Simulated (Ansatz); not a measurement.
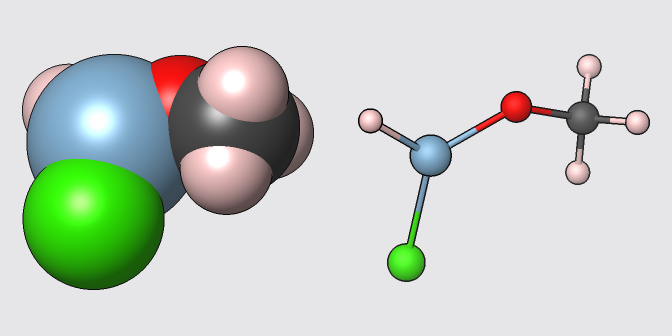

Both panels show the same species. Colours: carbon dark grey, oxygen red, aluminium light blue, chlorine green, hydrogen pink.

The computed structure is the end point of a PBE0-D4/def2-TZVP optimisation.

Description:

Formula CH4AlClO. Its SMILES string is `C[O][AlH][Cl]`. The point group is Cs. Coordination: 1 C tetrahedral; 1 O bent; 1 Al trigonal planar.

More results for the same structure follow; atom numbers are the same in all pictures, views and colours differ.

### Charges

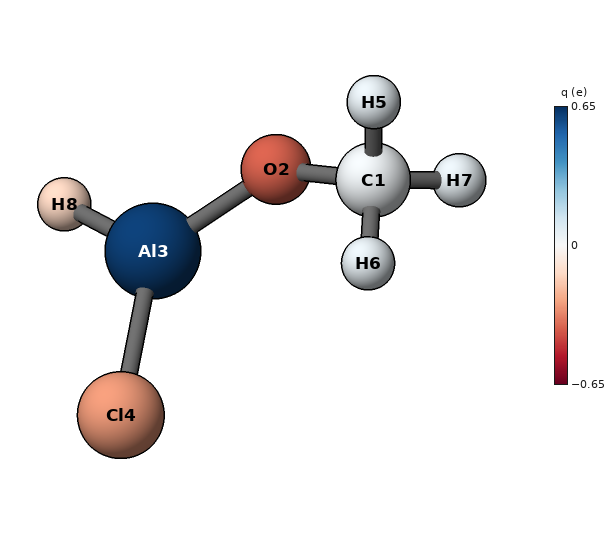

Atoms are coloured by their Mulliken charges. Level of theory: RKS r2SCAN-D4/def2-TZVPP (Ansatz 0.2.0).

**Which atom carries the highest charge (most positive or least negative)?**

Al3 (0.61 e).

**And the lowest?**

O2 (−0.38 e).

List the Mulliken charges.

```tsv
atom	value (e)
C1	0.03
O2	−0.38
Al3	0.61
Cl4	−0.28
H5	0.05
H6	0.05
H7	0.05
H8	−0.13
```

### Vibrations

Harmonic vibrations computed with RKS PBE0-D4/def2-TZVP (Ansatz 0.2.0) at a stationary point of the same level.

**How many vibrational modes are there, and where do they lie?**

18 modes: 86, 91, 156, 269, 469, 509, 635, 755, 1182, 1191, 1232, 1485, 1496, 1500, 2015, 3017, 3085, 3093 cm⁻¹.

### Electronic properties

Properties computed with RKS PBE0-D4/def2-TZVPP (Ansatz 0.2.0).

**What is the HOMO energy (Kohn–Sham orbital)?**

−8.47 eV.

**What is the vertical ionisation energy?**

10.69 eV.

**What is the LUMO energy (Kohn–Sham orbital)?**

−0.75 eV.

**Give the dispersion correction at this level.**

−11.9 kJ/mol.

Mulliken values depend strongly on the basis set and can even reverse the polarity of a bond.
